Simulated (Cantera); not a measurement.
A closed system holds: 1 mol AlN, 510 mol H₂, held at 0.000330 bar.

Equilibrium computed with Cantera from the NASA thermochemical tables; the gas is ideal and each condensed phase is pure. Candidate condensed phases: Al, AlN; 13 gas species. Kinetics and transport are ignored.

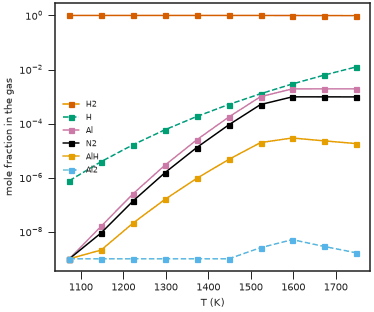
Equilibrium gas composition (values under 1e-9 drawn at 1e-9)

Question: Read off the mole fractions at 1448 K.

Answer: H₂ about 1.00, H about 0.00051, Al about 0.00017, N₂ about 8.9e-5, AlH about 4.7e-6.
